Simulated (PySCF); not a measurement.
**C₈H₁₃BSi: density, localisation and related maps**

```xyz
23

C     1.1848   -2.1465   -0.4230
C     1.3367   -0.6598   -0.2651
C     2.4658   -0.1561    0.3676
C     2.6409    1.2050    0.5340
C     1.6834    2.0799    0.0495
C     0.5647    1.5831   -0.5920
C     0.3581    0.2112   -0.7529
B    -0.9797   -0.2548   -1.4193
C    -2.1037   -0.8684   -0.5463
Si   -3.1100    0.5867    0.1913
H     2.1340   -2.6023   -0.7006
H     0.8659   -2.5941    0.5194
H     0.4447   -2.3816   -1.1841
H     3.2159   -0.8434    0.7352
H     3.5220    1.5820    1.0330
H     1.8128    3.1465    0.1655
H    -0.1794    2.2699   -0.9736
H    -1.1715   -0.0320   -2.5570
H    -2.8047   -1.4920   -1.1009
H    -1.7417   -1.4446    0.3046
H    -4.2406    0.0124    0.9292
H    -2.2755    1.3701    1.1042
H    -3.6276    1.4560   -0.8690
```

Geometry: GFN2-xTB.

Theory: mPW1PW91/pcSseg-1, SCF density, in a tetrahydrofuran solvent model, non-relativistic (PySCF 2.14.0).

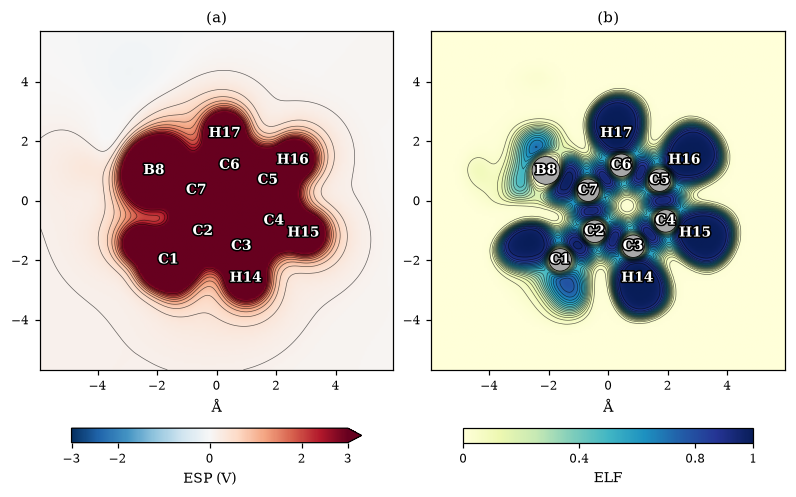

Figure 1. (a) electrostatic potential; (b) electron localisation function on the plane of atoms C2, C7 and C6. Grey discs cover the atomic cores in the ELF map.

Q: What does the map show?

A:
- The plane passes through C, B and H nuclei.
- C–C (1.38 Å): the ELF peaks at about 0.95 between the atoms, as expected for a covalent bond.
- C–B (1.57 Å): the ELF peaks at about 1 between the atoms; a covalent bond.
- C–H (1.08 Å): the ELF climbs to about 1 towards the hydrogen, as it does in any bond to H (an ordinary covalent bond to hydrogen).
- C–C (1.50 Å): the ELF peaks at about 0.95 between the atoms, as expected for localised, covalent bonding.
- The potential has no marked negative region in this plane.

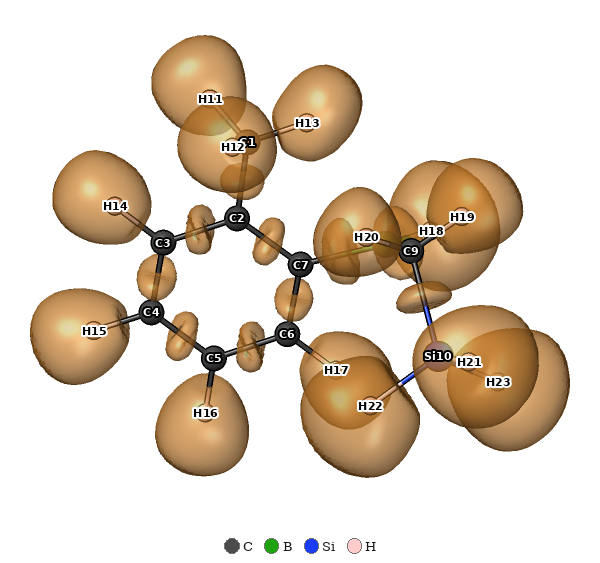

Figure 2. Isosurface of the electron localisation function at 0.85 (orange), seen at a tilt. Core shells and regions of very low density are left out.

Q: Where are the electrons localised?

A: The ELF exceeds this value in two regions between bonded B–C atoms (shared pairs), seven regions between bonded C–C atoms (shared pairs), one region between bonded C–Si atoms (shared pairs) and 13 regions around hydrogen nuclei. Along the contacts the grid gives the following. C–B (1.55 Å): the ELF peaks at about 0.95 between the atoms, as expected for a covalent bond.

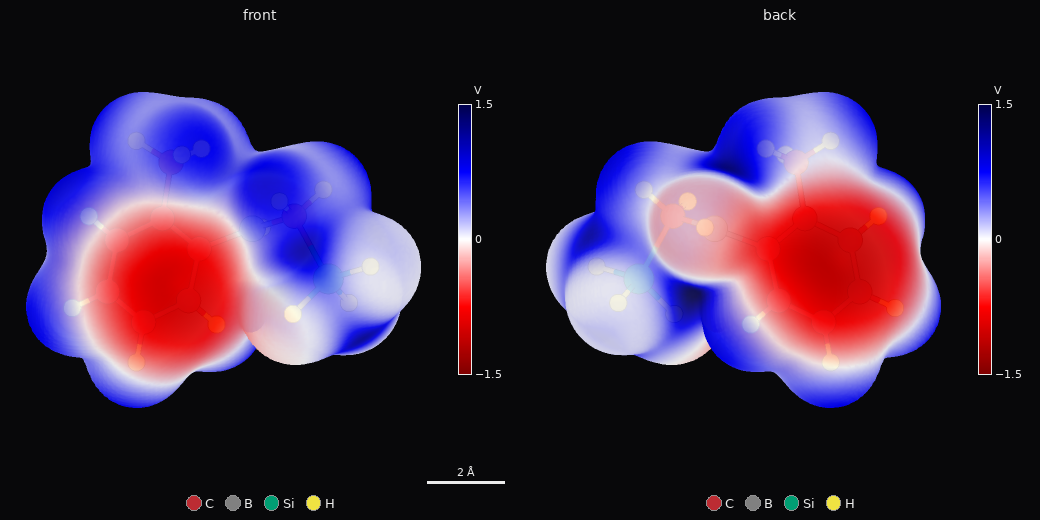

Figure 3. The molecular electrostatic potential painted on the density surface at 0.002 e/bohr³, seen from the front and from behind; red is negative and blue positive.

Q: Describe the electrostatic potential map.

A: The most negative region (about −1.1 V, or −25 kcal/mol for a unit charge) lies over the π face of the C atoms, the most positive (about +1.3 V, or +30 kcal/mol for a unit charge) over B8 and Si10.
